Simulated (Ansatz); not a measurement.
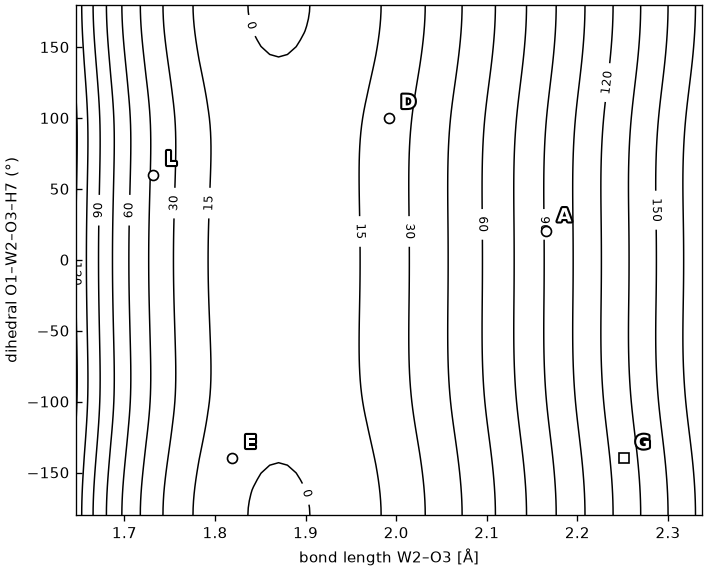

F₃HO₂W, SMILES [O]=[W]([OH])([F])([F])[F]. 
- Coordinates scanned: (1) bond length W2–O3; (2) dihedral O1–W2–O3–H7.
- Nothing is relaxed (all other coordinates rigid).
- Grid: 9 × 9 points; 45 points were computed and 36 follow by symmetry.
- Points are written as (first, second).
- Energies: kJ/mol, counted from the lowest grid point.
- These are results of RKS B3LYP-D4/def2-SVP (Ansatz), not measurements.

In the figure: contour lines labelled in kJ/mol, lettered points. Between grid points the surface is interpolated.

**Is A the lowest point of the computed grid?**

No. A lies 91 kJ/mol above the lowest grid point, which is at (1.905 Å, −180°).

**Rank the lettered points by energy, lowest first.**

E (5 kJ/mol), D (22 kJ/mol), L (43 kJ/mol), A (91 kJ/mol), G (127 kJ/mol).
